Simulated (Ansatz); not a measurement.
Run report: Si2H4Cl3F, geometry relaxation

Si2H4Cl3F, computed with RKS B3LYP-D4/cc-pVDZ (Ansatz 0.2.0).

It belongs to a series of runs on one base structure; here: end point A relaxed. Figures and captions count atoms from 1; the log counts them from 0 in places.

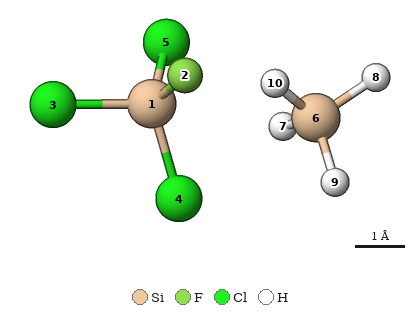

Fig. 1: The structure as given in the input (ball-and-stick view, seen at a tilt; atoms are numbered from 1 in the order of the input).

Input:
```yaml
crystal:
  periodic: [false, false, false]
  atoms:
    - { symbol: Si, position_ang: [0.349733, -0.048314, -0.120134] }
    - { symbol: F, position_ang: [0.653922, 0.19552, 1.441756] }
    - { symbol: Cl, position_ang: [2.189757, 0.041294, -1.052742] }
    - { symbol: Cl, position_ang: [-0.784397, 1.47445, -0.900466] }
    - { symbol: Cl, position_ang: [-0.399718, -1.930103, -0.441327] }
    - { symbol: Si, position_ang: [-2.807835, 0.054665, 1.266016] }
    - { symbol: H, position_ang: [-2.998893, -0.51679, -0.093321] }
    - { symbol: H, position_ang: [-3.702688, -0.680336, 2.217146] }
    - { symbol: H, position_ang: [-3.182271, 1.499659, 1.266075] }
    - { symbol: H, position_ang: [-1.42931, -0.090045, 1.748596] }
basis:
  gaussian: { orbitals: cc-pVDZ }
hamiltonian:
  xc: b3lyp
  dispersion: d4
relax:
  f_tol: 0.03
  max_steps: 50
output:
  orbitals: {}
```

Launched with:
```bash
ansatz run input.yaml --threads 4 --pin off --max-ram 5120MiB --backend cpu --events-out ev --progress --plain --runs-dir out
```

The program's output:
```
The last accepted step is kept in [file] (removed where the run ends without a failure and the disk answers)
Engine: ansatz 0.2.0, aarch64-unknown-linux-gnu
Functional definition: B3LYP
  parameter a0 = 0.2
  parameter ax = 0.72
  parameter ac = 0.81
  exchange = (1 - a0 - ax)*slater_x + ax*b88_x + a0*exact_x
  correlation = (1 - ac)*vwn_rpa_c + ac*lyp_c
1387 factors; integrals over basis functions are off by at most 4.0e-4 eV
mean field evaluation 1: about -56110.2090 eV, gradient 3.3e1 eV
mean field evaluation 2: about -56107.7225 eV, gradient 5.3e1 eV
mean field evaluation 4: about -56112.3553 eV, gradient 1.6e0 eV
mean field evaluation 8: about -56112.3879 eV, gradient 4.7e-2 eV
mean field evaluation 16: about -56112.3879 eV, gradient 3.8e-5 eV
mean field -56112.38790575 eV, -2062.0922211939 hartree, gradient 3.8e-5 eV, S^2 0.000000; 0 other end points of the search recorded, 0 dependent functions left out
the calculation of the forces begins
reference -56112.38820471 eV, -2062.0922321801 hartree; 46, 46 occupied and 78, 78 virtual orbitals, 1387 factors
relax step   1: F+E_penalty+E_count = -56113.02202152 eV  Δ(F+E_penalty+E_count) = +0.000e0 eV  max|allowed force component| = 1.052e0 eV/Å  Δτ_max = 0.0000 Å  (25 SCF iters, accepted)
these checks for a lower state are left out or cut short: starts, cluster_reference, orbital_swaps, neighbouring_geometries, increment
1387 factors; integrals over basis functions are off by at most 4.0e-4 eV
mean field -56112.66338508 eV, -2062.1023448725 hartree, gradient 1.2e-5 eV, S^2 0.000000; 0 other end points of the search recorded, 0 dependent functions left out
the calculation of the forces begins
reference -56112.66369137 eV, -2062.1023561285 hartree; 46, 46 occupied and 78, 78 virtual orbitals, 1387 factors
relax step   2: F+E_penalty+E_count = -56113.26306463 eV  Δ(F+E_penalty+E_count) = -2.410e-1 eV  max|allowed force component| = 4.346e-1 eV/Å  Δτ_max = 0.1945 Å  (28 SCF iters, accepted)
these checks for a lower state are left out or cut short: starts, cluster_reference, orbital_swaps, neighbouring_geometries, increment
1387 factors; integrals over basis functions are off by at most 4.1e-4 eV
mean field -56112.76580074 eV, -2062.1061085785 hartree, gradient 1.9e-5 eV, S^2 0.000000; 0 other end points of the search recorded, 0 dependent functions left out
the calculation of the forces begins
reference -56112.76611318 eV, -2062.1061200603 hartree; 46, 46 occupied and 78, 78 virtual orbitals, 1387 factors
relax step   3: F+E_penalty+E_count = -56113.32983358 eV  Δ(F+E_penalty+E_count) = -6.677e-2 eV  max|allowed force component| = 3.716e-1 eV/Å  Δτ_max = 0.2000 Å  (29 SCF iters, accepted)
these checks for a lower state are left out or cut short: starts, cluster_reference, orbital_swaps, neighbouring_geometries, increment
1387 factors; integrals over basis functions are off by at most 4.1e-4 eV
mean field evaluation 32: about -56112.7675 eV, gradient 5.1e-2 eV
mean field -56112.79430704 eV, -2062.1071561656 hartree, gradient 1.1e-5 eV, S^2 0.000000; 0 other end points of the search recorded, 0 dependent functions left out
the calculation of the forces begins
reference -56112.79462247 eV, -2062.1071677575 hartree; 46, 46 occupied and 78, 78 virtual orbitals, 1387 factors
relax step   4: F+E_penalty+E_count = -56113.34427222 eV  Δ(F+E_penalty+E_count) = -1.444e-2 eV  max|allowed force component| = 2.259e-1 eV/Å  Δτ_max = 0.1464 Å  (29 SCF iters, accepted)
these checks for a lower state are left out or cut short: starts, cluster_reference, orbital_swaps, neighbouring_geometries, increment
1387 factors; integrals over basis functions are off by at most 4.1e-4 eV
mean field -56112.80108450 eV, -2062.1074052329 hartree, gradient 1.2e-5 eV, S^2 0.000000; 0 other end points of the search recorded, 0 dependent functions left out
the calculation of the forces begins
reference -56112.80140043 eV, -2062.1074168430 hartree; 46, 46 occupied and 78, 78 virtual orbitals, 1387 factors
relax step   5: F+E_penalty+E_count = -56113.34750054 eV  Δ(F+E_penalty+E_count) = -3.228e-3 eV  max|allowed force component| = 3.057e-2 eV/Å  Δτ_max = 0.0696 Å  (27 SCF iters, accepted)
these checks for a lower state are left out or cut short: starts, cluster_reference, orbital_swaps, neighbouring_geometries, increment
1387 factors; integrals over basis functions are off by at most 4.1e-4 eV
mean field -56112.80163712 eV, -2062.1074255412 hartree, gradient 1.2e-5 eV, S^2 0.000000; 0 other end points of the search recorded, 0 dependent functions left out
the calculation of the forces begins
reference -56112.80195247 eV, -2062.1074371302 hartree; 46, 46 occupied and 78, 78 virtual orbitals, 1387 factors
relax step   6: F+E_penalty+E_count = -56113.34783531 eV  Δ(F+E_penalty+E_count) = -3.348e-4 eV  max|allowed force component| = 1.009e-2 eV/Å  Δτ_max = 0.0236 Å  (28 SCF iters, accepted)
1387 factors; integrals over basis functions are off by at most 4.1e-4 eV
mean field evaluation 64: about -56112.8016 eV, gradient 1.2e-3 eV
```

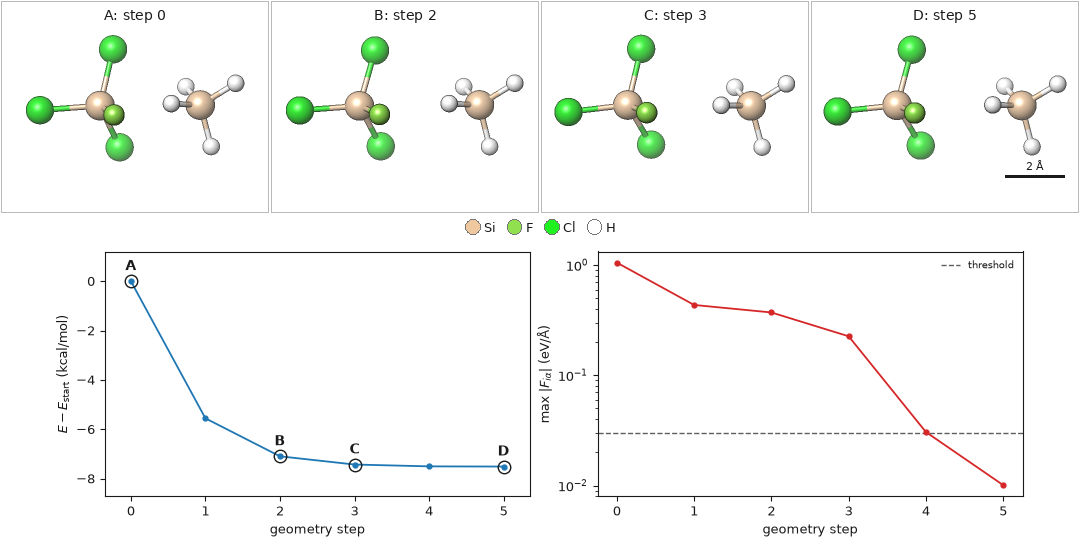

Fig. 2: Frames of the relaxation (ball-and-stick view, seen at a tilt) above the curves, on which the letters mark them (the first geometry is step 0 here and step 1 in the log).

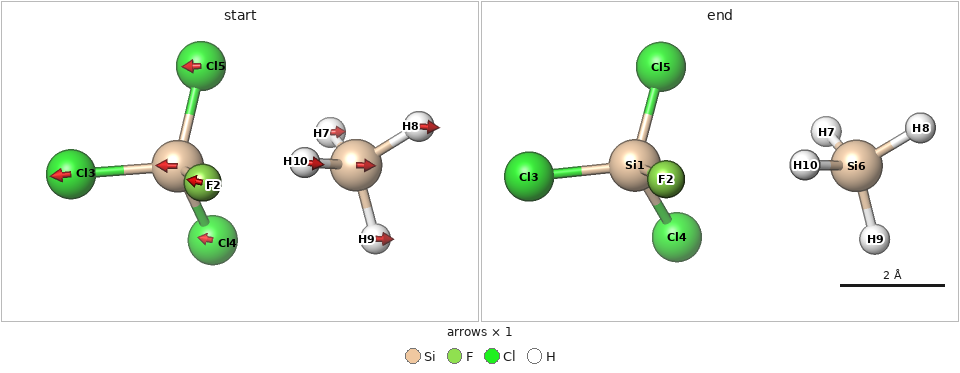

Fig. 3: Before (left) and after (right) the relaxation, at one scale (ball-and-stick view, seen at a tilt). The red arrows give the displacements, at true length. Si1 moves most after the best rigid fit: 0.44 Å. Largest moves by element: Si 0.44 Å, Cl 0.43 Å, H 0.42 Å, F 0.33 Å. Distances before and after: Si6–H10 1.468 → 1.493 Å, Si1–F2 1.610 → 1.628 Å, Si1–Cl3 2.065 → 2.051 Å, Si6–H7 1.487 → 1.493 Å. Among the angles that change: Cl4–Si1–Cl5 114.8° → 110.8°, Cl3–Si1–Cl4 106.8° → 110.5°, Cl3–Si1–Cl5 107.1° → 110.6°. Over 5 geometry steps the energy falls by 7.51 kcal/mol. The largest force component goes from 1.1 to 0.01 eV/Å. (Atoms are counted from 1 in the order of the input.)

```
mean field -56112.80163712 eV, -2062.1074255412 hartree, gradient 1.2e-5 eV, S^2 0.000000; 1 other end points of the search recorded, 0 dependent functions left out
the calculation of the forces begins
reference -56112.80195247 eV, -2062.1074371302 hartree; 46, 46 occupied and 78, 78 virtual orbitals, 1387 factors
Total energy: -56113.34815066 eV, -2062.1275095433 hartree
Atom 0 at     0.738140    -0.074090    -0.329896 Å, force    -0.003108    -0.004174    -0.010091 eV/Å
Atom 1 at     0.923578     0.119668     1.275633 Å, force     0.002980     0.000083     0.001833 eV/Å
Atom 2 at     2.584793     0.071797    -1.210909 Å, force     0.003043     0.001649     0.002509 eV/Å
Atom 3 at    -0.504344     1.407909    -1.018112 Å, force     0.000814     0.005537     0.002841 eV/Å
Atom 4 at    -0.079655    -1.923810    -0.667609 Å, force    -0.001806    -0.000928     0.002690 eV/Å
Atom 5 at    -3.154458     0.079731     1.455856 Å, force    -0.003112    -0.000151    -0.000089 eV/Å
Atom 6 at    -3.244912    -0.526661     0.094010 Å, force     0.000101    -0.002746     0.001745 eV/Å
Atom 7 at    -4.080050    -0.640160     2.383635 Å, force     0.000609     0.001378    -0.000032 eV/Å
Atom 8 at    -3.539889     1.521910     1.386640 Å, force     0.000191    -0.000882    -0.001671 eV/Å
Atom 9 at    -1.754903    -0.036294     1.962350 Å, force     0.000287     0.000235     0.000266 eV/Å
Dipole moment:     0.016808    -0.017749    -0.135930 e Å
```

Trajectory as extended XYZ (Å, eV, eV/Å), 6 frames, from step=1 to step=6:
```
10
Properties=species:S:1:pos:R:3:forces:R:3 step=1 energy=-56113.02202
Si    0.3497   -0.0483   -0.1201    0.7543  -0.1124  -1.0075
F     0.6539    0.1955    1.4418    0.2537   0.1228   0.6335
Cl    2.1898    0.0413   -1.0527   -0.0059  -0.0036  -0.0011
Cl   -0.7844    1.4745   -0.9005   -0.0192   0.0043  -0.0084
Cl   -0.3997   -1.9301   -0.4413   -0.0132  -0.0213  -0.0045
Si   -2.8078    0.0547    1.2660   -1.0522   0.0349   0.2943
H    -2.9989   -0.5168   -0.0933    0.0021   0.0074  -0.0034
H    -3.7027   -0.6803    2.2171    0.0059   0.0036  -0.0036
H    -3.1823    1.4997    1.2661   -0.0001   0.0086   0.0030
H    -1.4293   -0.0900    1.7486    0.0748  -0.0442   0.0976
10
Properties=species:S:1:pos:R:3:forces:R:3 step=2 energy=-56113.26306
Si    0.5271   -0.0533   -0.1999    0.0187  -0.0431  -0.4346
F     0.7627    0.1933    1.3838    0.0897   0.0257   0.2338
Cl    2.3583    0.0433   -1.1203    0.0457  -0.0129  -0.0117
Cl   -0.6826    1.4398   -0.9431    0.0982  -0.0736   0.0293
Cl   -0.3030   -1.9130   -0.4912    0.1015   0.0956   0.0080
Si   -2.9761    0.0603    1.3402    0.0000   0.0018  -0.0012
H    -3.1058   -0.5037   -0.0333   -0.1087  -0.0141   0.0090
H    -3.8331   -0.6994    2.2954   -0.1460   0.0557   0.0130
H    -3.2895    1.5189    1.3156   -0.1550  -0.0085   0.0533
H    -1.5696   -0.0862    1.7844    0.0559  -0.0265   0.1011
10
Properties=species:S:1:pos:R:3:forces:R:3 step=3 energy=-56113.32983
Si    0.6591   -0.0515   -0.3126    0.0463   0.0332   0.3716
F     0.7539    0.1790    1.3050    0.1576   0.0074  -0.2704
Cl    2.5437    0.0319   -1.1203   -0.0380   0.0210   0.0407
Cl   -0.5302    1.4322   -1.0724   -0.0255   0.0613  -0.0822
Cl   -0.1712   -1.8967   -0.6022   -0.0307  -0.1327  -0.1017
Si   -3.0773    0.0602    1.4272   -0.0069   0.0201   0.0138
H    -3.2207   -0.5100    0.0553   -0.0299  -0.0089  -0.0070
H    -3.9715   -0.6735    2.3745   -0.0228   0.0153  -0.0102
H    -3.4338    1.5113    1.4032   -0.0381  -0.0085   0.0068
H    -1.6638   -0.0827    1.8737   -0.0117  -0.0082   0.0388
10
Properties=species:S:1:pos:R:3:forces:R:3 step=4 energy=-56113.34427
Si    0.7135   -0.0812   -0.3237   -0.0344  -0.1504  -0.2259
F     0.8453    0.1138    1.2808    0.0623   0.0380   0.2097
Cl    2.5805    0.0891   -1.1581   -0.0125   0.0128   0.0174
Cl   -0.5346    1.3779   -1.0459   -0.0029   0.0185  -0.0213
Cl   -0.0589   -1.9535   -0.6770    0.0183   0.0907   0.0069
Si   -3.1321    0.0910    1.4526    0.0596  -0.0166  -0.0488
H    -3.2522   -0.4880    0.0792    0.0022   0.0041   0.0304
H    -4.0298   -0.6542    2.3843   -0.0212  -0.0116   0.0277
H    -3.5267    1.5311    1.4188   -0.0054   0.0124   0.0055
H    -1.7168   -0.0261    1.9206   -0.0660   0.0020  -0.0017
10
Properties=species:S:1:pos:R:3:forces:R:3 step=5 energy=-56113.34750
Si    0.7349   -0.0776   -0.3319    0.0000  -0.0122  -0.0097
F     0.9131    0.1271    1.2725    0.0079  -0.0015   0.0306
Cl    2.5854    0.0753   -1.2034    0.0011  -0.0013  -0.0067
Cl   -0.5128    1.3953   -1.0284   -0.0044   0.0070  -0.0124
Cl   -0.0700   -1.9354   -0.6591    0.0000   0.0123  -0.0034
Si   -3.1524    0.0832    1.4560    0.0148  -0.0020  -0.0127
H    -3.2456   -0.5045    0.0859   -0.0013  -0.0024   0.0061
H    -4.0746   -0.6494    2.3756   -0.0114  -0.0063   0.0101
H    -3.5381    1.5258    1.4072   -0.0015   0.0046  -0.0016
H    -1.7514   -0.0397    1.9573   -0.0053   0.0018  -0.0003
10
Properties=species:S:1:pos:R:3:forces:R:3 step=6 energy=-56113.34784
Si    0.7381   -0.0741   -0.3299   -0.0031  -0.0042  -0.0101
F     0.9236    0.1197    1.2756    0.0030   0.0001   0.0018
Cl    2.5848    0.0718   -1.2109    0.0030   0.0016   0.0025
Cl   -0.5043    1.4079   -1.0181    0.0008   0.0055   0.0028
Cl   -0.0797   -1.9238   -0.6676   -0.0018  -0.0009   0.0027
Si   -3.1545    0.0797    1.4559   -0.0031  -0.0002  -0.0001
H    -3.2449   -0.5267    0.0940    0.0001  -0.0027   0.0017
H    -4.0800   -0.6402    2.3836    0.0006   0.0014   0.0000
H    -3.5399    1.5219    1.3866    0.0002  -0.0009  -0.0017
H    -1.7549   -0.0363    1.9624    0.0003   0.0002   0.0003
```

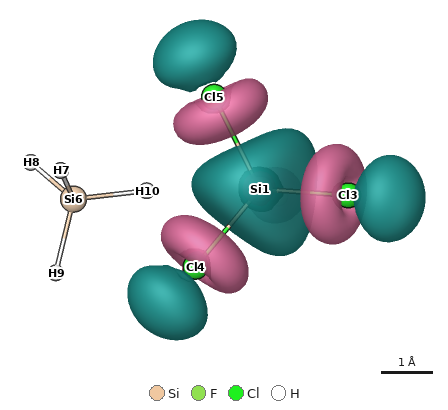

Fig. 4: The LUMO at ±0.1 Å⁻³ᐟ² (teal and pink are the two phases), seen at an oblique angle. By Hirshfeld shares it lies mainly on Si1 (35 %), Cl4 (20 %), Cl5 (20 %) and Cl3 (20 %). Its energy is −1.12 eV.

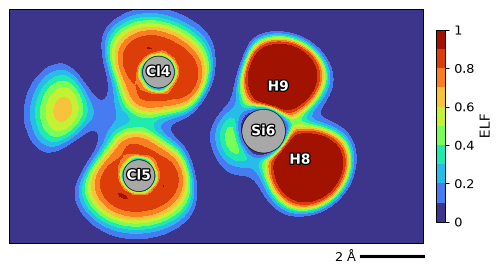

Fig. 5: Electron localisation function on the plane of atoms H8, Si6 and H9. Grey discs, where drawn, cover atomic cores. The section cuts through Cl, Si and H sites. Si6···Cl4 (3.86 Å): the ELF is only about 0 between them; a non-bonded, intermolecular contact. Si–H (1.50 Å): the ELF climbs to about 1 towards the hydrogen, as it does in any bond to H.

Results in brief:

```json
{"quantity": "outcome", "value": "converged"}
{"quantity": "total energy", "value": "−56113.3482 eV"}
{"quantity": "mean-field energy", "value": "−56112.8020 eV"}
{"quantity": "largest force (length of the vector) at the end", "value": "0.011 eV/Å"}
{"quantity": "hardware", "value": "4 threads of Arm Neoverse V1, 24 GiB of memory available, shared host"}
{"quantity": "wall time", "value": "20 s (CPU time 75 s)"}
{"quantity": "peak memory", "value": "0.38 GiB"}
```
